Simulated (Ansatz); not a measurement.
# C₂H₆BFSi: up Jacob's ladder to CCSD(T), part 2 of 2

Ansatz 0.2.0, Gaussian basis; functionals in def2-TZVPP, the program's frozen cores in correlated methods. Earlier steps stand in the parts before.

### 17 ωB97M-V (range-separated)

The input, in.yaml:

```yaml
crystal:
  periodic: [false, false, false]
  atoms:
    - {symbol: C, position_ang: [-0.578040, 1.678133, -0.554521]}
    - {symbol: C, position_ang: [-0.767035, 0.436364, -0.994268]}
    - {symbol: Si, position_ang: [-0.026099, -1.081156, -0.207634]}
    - {symbol: B, position_ang: [1.124704, -0.757959, 1.438960]}
    - {symbol: F, position_ang: [1.349432, 0.453805, 1.922811]}
    - {symbol: H, position_ang: [-1.031035, 2.534718, -1.046508]}
    - {symbol: H, position_ang: [0.035138, 1.896754, 0.314026]}
    - {symbol: H, position_ang: [-1.397013, 0.298837, -1.872654]}
    - {symbol: H, position_ang: [0.814946, -1.816697, -1.199895]}
    - {symbol: H, position_ang: [-1.106486, -2.035775, 0.184758]}
    - {symbol: H, position_ang: [1.646989, -1.664123, 2.035624]}
basis:
  gaussian: {orbitals: def2-TZVPP}
hamiltonian: {xc: {name: wB97M-V}}
output: {forces: true, orbitals: {seedname: orbitals}}
```

Run with:

```sh
> ansatz run in.yaml --threads 4 --pin off --events-out ev --progress --plain --max-ram 10444MiB
```

The log of the run (excerpt; [...] marks lines left out):

```text
Functional definition: wB97M-V
  name "wB97M-V"
  cite "Mardirossian & Head-Gordon, J. Chem. Phys. 144, 214110 (2016) doi:10.1063/1.4952647"
  cite "Becke, J. Chem. Phys. 107, 8554 (1997) doi:10.1063/1.475007"
  cite "Vydrov & Van Voorhis, J. Chem. Phys. 133, 244103 (2010) doi:10.1063/1.3521275"
  # Of w^i u^j: cxij and so on, Table III.
[...]
  gx(w, u) = 1 - cx + cx01*u + cx10*w
[...]
Atom 7 at    -1.397013     0.298837    -1.872654 Å, force     0.047875     0.031139     0.067143 eV/Å
Atom 8 at     0.814946    -1.816697    -1.199895 Å, force    -0.090956     0.092624     0.110469 eV/Å
Atom 9 at    -1.106486    -2.035775     0.184758 Å, force     0.117365     0.116044    -0.039290 eV/Å
Atom 10 at     1.646989    -1.664123     2.035624 Å, force    -0.063115     0.119482    -0.070586 eV/Å
Dipole moment:    -0.056197     0.049932    -0.068491 e Å
```

Run time: 11 s. Hardware: 4 threads of Arm Neoverse V1, shared host; peak memory 0.85 GiB.

Atomisation energy: 4183.3 kJ/mol (free atoms -13399.018 eV, run apart). HOMO -10.16 eV, LUMO 0.36 eV.

### 18 B2PLYP (double hybrid)

in.yaml, as its differences from that of step 17:

```diff
@@ -16,3 +16,2 @@
   gaussian: {orbitals: def2-TZVPP}
-hamiltonian: {xc: {name: wB97M-V}}
-output: {forces: true, orbitals: {seedname: orbitals}}
+hamiltonian: {xc: {name: B2PLYP}}
```

The command is unchanged.

The log of the run (excerpt; [...] marks lines left out):

```text
Functional definition: B2PLYP
  name "B2PLYP"
  cite "Grimme, J. Chem. Phys. 124, 034108 (2006) doi:10.1063/1.2148954"
  cite "Becke, Phys. Rev. A 38, 3098 (1988) doi:10.1103/PhysRevA.38.3098"
  cite "Lee, Yang & Parr, Phys. Rev. B 37, 785 (1988) doi:10.1103/PhysRevB.37.785"
[...]
1483 factors; integrals over basis functions are off by at most 9.1e-4 eV
[...]
mean field -13430.74742984 eV, -493.5708643590 hartree, gradient 4.7e-6 eV, S^2 0.000000; 0 other end points of the search recorded, 0 dependent functions left out
9 core orbitals not correlated: weight in the atoms' cores, before any rotation towards them, 1.000 or more for the frozen orbitals, at most 0.000 for the correlated occupied ones
reference -13430.74761080 eV, -493.5708710091 hartree; 14, 14 occupied and 227, 227 virtual orbitals, 1483 factors
second order -26.04438814 eV of doubles, -0.00000000 eV of singles
Total energy: -13437.77959559 eV, -493.8292916840 hartree
```

It took 5 s on 4 threads of Arm Neoverse V1, shared host; peak memory 0.63 GiB.

Atomisation energy: 4138.3 kJ/mol (free atoms -13394.889 eV, run apart).

### 19 PBE-QIDH (double hybrid)

in.yaml, as its differences from that of step 18:

```diff
@@ -16,2 +16,2 @@
   gaussian: {orbitals: def2-TZVPP}
-hamiltonian: {xc: {name: B2PLYP}}
+hamiltonian: {xc: {name: PBE-QIDH}}
```

Launched as before.

The log of the run (excerpt; [...] marks lines left out):

```text
Functional definition: PBE-QIDH
  name "PBE-QIDH"
  cite "Brémond, Sancho-García, Pérez-Jiménez & Adamo, J. Chem. Phys. 141, 031101 (2014) doi:10.1063/1.4890314"
  cite "Perdew, Burke & Ernzerhof, Phys. Rev. Lett. 77, 3865 (1996) doi:10.1103/PhysRevLett.77.3865"
[...]
1483 factors; integrals over basis functions are off by at most 9.1e-4 eV
[...]
mean field -13424.36664633 eV, -493.3363748901 hartree, gradient 6.5e-6 eV, S^2 0.000000; 0 other end points of the search recorded, 0 dependent functions left out
9 core orbitals not correlated: weight in the atoms' cores, before any rotation towards them, 1.000 or more for the frozen orbitals, at most 0.000 for the correlated occupied ones
reference -13424.36666002 eV, -493.3363753933 hartree; 14, 14 occupied and 227, 227 virtual orbitals, 1483 factors
second order -24.19913901 eV of doubles, -0.00000000 eV of singles
Total energy: -13432.43303969 eV, -493.6328093785 hartree
```

Run time: 5.5 s. Hardware: 4 threads of Arm Neoverse V1, shared host; peak memory 0.64 GiB.

With the free atoms at this level, -13389.386 eV in sum, the atomisation energy is 4153.4 kJ/mol.

### 20 Orbital energies across the functionals

Dipoles come from the runs that computed forces. Levels, from each run's orbital file:

| functional | HOMO (eV) | LUMO (eV) | gap (eV) | dipole (D) |
| --- | --- | --- | --- | --- |
| LDA (SPW92) | -6.74 | -2.90 | 3.84 |  |
| PBE-D4 | -6.65 | -2.63 | 4.02 | 0.50 |
| revPBE-D4 | -6.61 | -2.52 | 4.09 |  |
| BLYP-D4 | -6.57 | -2.47 | 4.10 |  |
| r2SCAN-D4 | -6.93 | -2.33 | 4.60 | 0.51 |
| B97M-V | -7.02 | -2.47 | 4.55 |  |
| PBE0-D4 | -7.97 | -1.64 | 6.34 |  |
| B3LYP-D4 | -7.77 | -1.85 | 5.92 | 0.48 |
| r2SCANh-D4 | -7.42 | -1.98 | 5.44 |  |
| r2SCAN0-D4 | -8.15 | -1.46 | 6.68 |  |
| HSE06-D4 | -7.57 | -2.02 | 5.55 |  |
| BHLYP-D4 | -8.94 | -0.58 | 8.36 |  |
| CAM-B3LYP-D4 | -9.32 | -0.50 | 8.82 |  |
| LC-ωPBE | -10.68 | 0.72 | 11.40 |  |
| ωB97X-V | -10.34 | 0.61 | 10.94 |  |
| ωB97M-V | -10.16 | 0.36 | 10.52 | 0.49 |

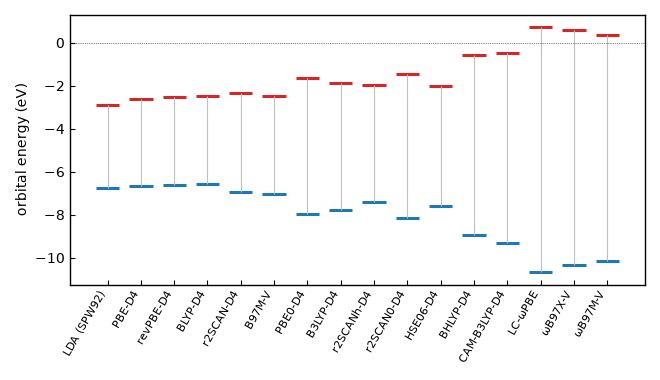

Highest occupied (blue) and lowest empty (red) level by functional.

### 21 CCSD(T) in def2-SVP

in.yaml, as its differences from that of step 19:

```diff
@@ -15,3 +15,3 @@
 basis:
-  gaussian: {orbitals: def2-TZVPP}
-hamiltonian: {xc: {name: PBE-QIDH}}
+  gaussian: {orbitals: def2-SVP}
+correlation: {method: ccsd_t}
```

Launched as before.

The log of the run (excerpt; [...] marks lines left out):

```text
Functional definition: HF
  name "HF"
  cite "Fock, Z. Phys. 61, 126 (1930) doi:10.1007/BF01340294"
  parent pbe
[...]
1037 factors; integrals over basis functions are off by at most 1.3e-3 eV
[...]
mean field -13389.31371736 eV, -492.0482035101 hartree, gradient 1.4e-6 eV, S^2 0.000000; 0 other end points of the search recorded, 0 dependent functions left out
9 core orbitals not correlated: weight in the atoms' cores, before any rotation towards them, 1.000 or more for the frozen orbitals, at most 0.000 for the correlated occupied ones
reference -13389.31371736 eV, -492.0482035101 hartree; 14, 14 occupied and 81, 81 virtual orbitals, 1037 factors
second order -17.05227450 eV of doubles, -0.00000000 eV of singles
cycle   1  -17.92830663 eV  change   -8.8e-1 eV  update   1.1e-1
[...]
cycle   9  -18.58707933 eV  change   -9.1e-6 eV  update   2.0e-5
perturbative correction -0.53695159 eV, -0.0197326072 hartree
Total energy: -13408.43774828 eV, -492.7509986838 hartree
```

Wall time 4.2 s (4 threads of Arm Neoverse V1, shared host); peak memory 0.47 GiB.

### 22 CCSD(T) in def2-TZVPP

in.yaml, as its differences from that of step 21:

```diff
@@ -15,3 +15,4 @@
 basis:
-  gaussian: {orbitals: def2-SVP}
+  gaussian: {orbitals: def2-TZVPP}
 correlation: {method: ccsd_t}
+output: {orbitals: {seedname: orbitals}}
```

Same command.

The log of the run (excerpt; [...] marks lines left out):

```text
Functional definition: HF
  name "HF"
  cite "Fock, Z. Phys. 61, 126 (1930) doi:10.1007/BF01340294"
  parent pbe
[...]
1483 factors; integrals over basis functions are off by at most 9.1e-4 eV
[...]
mean field -13398.68295994 eV, -492.3925168244 hartree, gradient 8.5e-6 eV, S^2 0.000000; 0 other end points of the search recorded, 0 dependent functions left out
9 core orbitals not correlated: weight in the atoms' cores, before any rotation towards them, 1.000 or more for the frozen orbitals, at most 0.000 for the correlated occupied ones
reference -13398.68295994 eV, -492.3925168244 hartree; 14, 14 occupied and 227, 227 virtual orbitals, 1483 factors
second order -21.46903639 eV of doubles, -0.00000000 eV of singles
cycle   1  -22.09588140 eV  change   -6.3e-1 eV  update   1.1e-1
[...]
cycle   9  -22.79249195 eV  change   -3.0e-5 eV  update   2.8e-5
perturbative correction -0.87264588 eV, -0.0320691447 hartree
Total energy: -13422.34809777 eV, -493.2621945988 hartree
```

Wall time 2.1 min (4 threads of Arm Neoverse V1, shared host); peak memory 5.4 GiB.

### 23 MP2 in def2-QZVPP

in.yaml, as its differences from that of step 22:

```diff
@@ -15,4 +15,3 @@
 basis:
-  gaussian: {orbitals: def2-TZVPP}
-correlation: {method: ccsd_t}
-output: {orbitals: {seedname: orbitals}}
+  gaussian: {orbitals: "def2-QZVPP.json"}
+correlation: {method: mp2}
```

Launched as before.

The log of the run (excerpt; [...] marks lines left out):

```text
Functional definition: HF
  name "HF"
  cite "Fock, Z. Phys. 61, 126 (1930) doi:10.1007/BF01340294"
  parent pbe
[...]
2845 factors; integrals over basis functions are off by at most 7.7e-4 eV
[...]
mean field -13399.17273124 eV, -492.4105155874 hartree, gradient 3.8e-6 eV, S^2 0.000000; 0 other end points of the search recorded, 0 dependent functions left out
9 core orbitals not correlated: weight in the atoms' cores, before any rotation towards them, 1.000 or more for the frozen orbitals, at most 0.000 for the correlated occupied ones
reference -13399.17273124 eV, -492.4105155874 hartree; 14, 14 occupied and 455, 455 virtual orbitals, 2845 factors
second order -23.10726985 eV of doubles, -0.00000000 eV of singles
Total energy: -13422.28000108 eV, -493.2596920917 hartree
```

It took 20 s on 4 threads of Arm Neoverse V1, shared host; peak memory 2.8 GiB.

The pieces so far (eV):

| basis | HF | MP2 correlation | CCSD correlation | (T) | total |
| --- | --- | --- | --- | --- | --- |
| def2-SVP | -13389.3137 | -17.0523 | -18.5871 | -0.5370 | -13408.4377 |
| def2-TZVPP | -13398.6830 | -21.4690 | -22.7925 | -0.8726 | -13422.3481 |
| def2-QZVPP | -13399.1727 | -23.1073 |  |  | -13422.2800 (MP2) |

The report of the def2-TZVPP run gives T1 = 0.0135.

### 24 Extrapolating to the complete basis

This step is arithmetic on the last runs, with X = 3 and 4: exp(−7.88√X) for Hartree-Fock, X^−2.97 for correlation; only MP2 was run in the larger set, so CCSD(T) minus MP2 is added from the smaller one.

| level | energy at the limit (eV) |
| --- | --- |
| HF | -13399.2402 |
| MP2 | -13423.5610 |
| CCSD | -13424.8844 |
| CCSD(T) | -13425.7571 |

### 25 RPA on PBE orbitals

in.yaml, as its differences from that of step 23:

```diff
@@ -15,3 +15,4 @@
 basis:
-  gaussian: {orbitals: "def2-QZVPP.json"}
-correlation: {method: mp2}
+  gaussian: {orbitals: def2-TZVPP}
+hamiltonian: {xc: pbe}
+correlation: {method: rpa}
```

Launched as before.

The log of the run (excerpt; [...] marks lines left out):

```text
Functional definition: PBE
  name "PBE"
  cite "Perdew, Burke & Ernzerhof, Phys. Rev. Lett. 77, 3865 (1996) doi:10.1103/PhysRevLett.77.3865"
  parent pbe
[...]
1483 factors; integrals over basis functions are off by at most 9.1e-4 eV
[...]
mean field -13434.23616387 eV, -493.6990729700 hartree, gradient 1.7e-6 eV, S^2 0.000000; 0 other end points of the search recorded, 0 dependent functions left out
9 core orbitals not correlated: weight in the atoms' cores, before any rotation towards them, 1.000 or more for the frozen orbitals, at most 0.000 for the correlated occupied ones
reference -13397.06582588 eV, -492.3330882438 hartree; 14, 14 occupied and 227, 227 virtual orbitals, 1483 factors
Total energy: -13433.37362454 eV, -493.6673752341 hartree
```

Run time: 5.5 s. Hardware: 4 threads of Arm Neoverse V1, shared host; peak memory 0.58 GiB.

RPA correlation: -36.308 eV. No RPA run of the hydrogen atom was made, so RPA has no atomisation energy below.

### 26 All levels against the reference

Atomisation energy = energies of 2 C, 1 Si, 1 B, 1 F, 6 H (separate runs, same level) minus the molecule's; electronic only, no spin-orbit term.

Differences are taken before rounding.

| method | rung | atomisation energy (kJ/mol) | from CCSD(T)/CBS (kJ/mol) | time |
| --- | --- | --- | --- | --- |
| LDA (SPW92) | LDA | 4717.0 | +551.5 | 1.2 s |
| PBE-D4 | GGA | 4241.0 | +75.5 | 2.4 s |
| revPBE-D4 | GGA | 4147.1 | -18.4 | 2 s |
| BLYP-D4 | GGA | 4168.0 | +2.6 | 2.2 s |
| r2SCAN-D4 | meta-GGA | 4189.6 | +24.2 | 4.3 s |
| B97M-V | meta-GGA | 4189.7 | +24.3 | 9 s |
| PBE0-D4 | hybrid | 4181.1 | +15.7 | 2.6 s |
| B3LYP-D4 | hybrid | 4181.3 | +15.8 | 4.3 s |
| r2SCANh-D4 | hybrid | 4166.9 | +1.4 | 4.4 s |
| r2SCAN0-D4 | hybrid | 4134.8 | -30.7 | 4.3 s |
| HSE06-D4 | hybrid | 4183.8 | +18.4 | 2.9 s |
| BHLYP-D4 | hybrid | 4084.7 | -80.8 | 2.8 s |
| CAM-B3LYP-D4 | range-separated | 4198.1 | +32.6 | 3.1 s |
| LC-ωPBE | range-separated | 4160.7 | -4.7 | 2.4 s |
| ωB97X-V | range-separated | 4183.8 | +18.4 | 7 s |
| ωB97M-V | range-separated | 4183.3 | +17.9 | 11 s |
| B2PLYP | double hybrid | 4138.3 | -27.1 | 5 s |
| PBE-QIDH | double hybrid | 4153.4 | -12.1 | 5.5 s |
| HF/def2-TZVPP | wavefunction | 3186.6 | -978.8 |  |
| MP2/def2-TZVPP | wavefunction | 4130.3 | -35.1 |  |
| CCSD/def2-TZVPP | wavefunction | 4016.6 | -148.8 |  |
| CCSD(T)/def2-SVP | wavefunction | 3980.1 | -185.3 | 4.2 s |
| CCSD(T)/def2-TZVPP | wavefunction | 4071.1 | -94.3 | 2.1 min |
| MP2/CBS | wavefunction | 4224.6 | +59.2 |  |
| CCSD(T)/CBS | wavefunction | 4165.4 | 0 | 2.4 min |

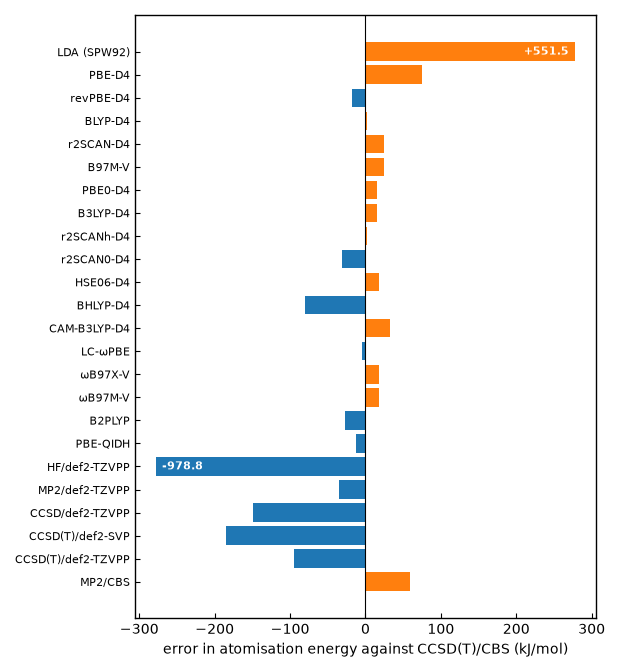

Deviations from CCSD(T)/CBS, method by method. Bars with a number in them are cut short.

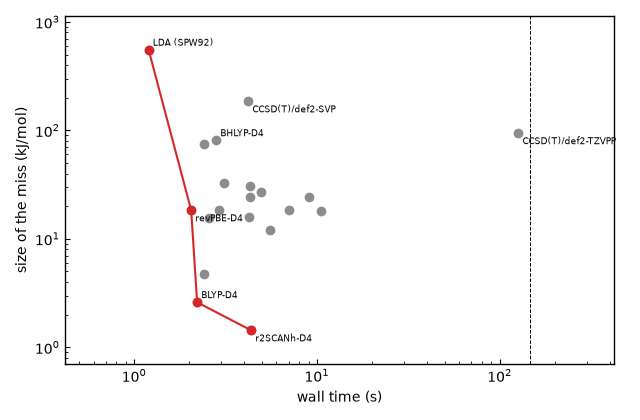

Miss against cost. Red marks the levels that no quicker level drawn beats (of those quicker than the yardstick), and the dashed line is the time of CCSD(T)/CBS. Only those levels and the largest misses are named. Times are from a shared host.

LDA (SPW92), LC-ωPBE, B2PLYP, PBE-QIDH carry no dispersion term (for B3LYP, D4 adds 33.6 kJ/mol).

Times are those of the molecule's run; HF, MP2 and CCSD come out of the CCSD(T) runs, and the limit's time is the sum of the runs that it needs.

### 27 Results

This closing draws on all 2 parts.

```
                               quantity                                                                                             value
        atomisation energy, CCSD(T)/CBS                                                                                     4165.4 kJ/mol
 functionals within 20.8 kJ/mol (0.5 %)  revPBE-D4, BLYP-D4, PBE0-D4, B3LYP-D4, r2SCANh-D4, HSE06-D4, LC-ωPBE, ωB97X-V, ωB97M-V, PBE-QIDH
                    farthest beyond LDA                                                                           BHLYP-D4 (-80.8 kJ/mol)
                mean size of error, GGA                                                                                       32.2 kJ/mol
           mean size of error, meta-GGA                                                                                       24.2 kJ/mol
             mean size of error, hybrid                                                                                       27.1 kJ/mol
    mean size of error, range-separated                                                                                       18.4 kJ/mol
      mean size of error, double hybrid                                                                                       19.6 kJ/mol
              gap, smallest and largest                                                         3.84 eV (LDA (SPW92)), 11.40 eV (LC-ωPBE)
                          T1 diagnostic                                                                                            0.0135
triples share of the correlation energy                                                                                             3.7 %
```

The LDA atomisation energy is off by 551.5 kJ/mol (13 %): it overbinds. PBE-D4 is off by +75.5 kJ/mol. Double hybrids carry the basis error of their MP2 part in triple zeta, and no dispersion term here, so their miss is partly the set-up's. The rungs range-separated, double hybrid miss on average by less than the doubt on the reference (20.8 kJ/mol), so they tie. Misses under about 20.8 kJ/mol are within the doubt on the reference itself, which lacks core-valence correlation, relativity and higher excitations. Hartree-Fock recovers 77 % of the binding; the rest is correlation. CCSD(T) in def2-SVP is off by -185.3 kJ/mol, more than most functionals: a good method in a small basis is no reference. The gap grows from 3.8 to 11.4 eV across the functionals, mostly with the share of exact exchange.

For cost: r2SCANh-D4 gets within 1.4 kJ/mol in 4.4 s, where CCSD(T)/CBS took 2.4 min; the quickest level in the cost chart, LDA (SPW92), takes 1.2 s and misses by 551.5 kJ/mol.
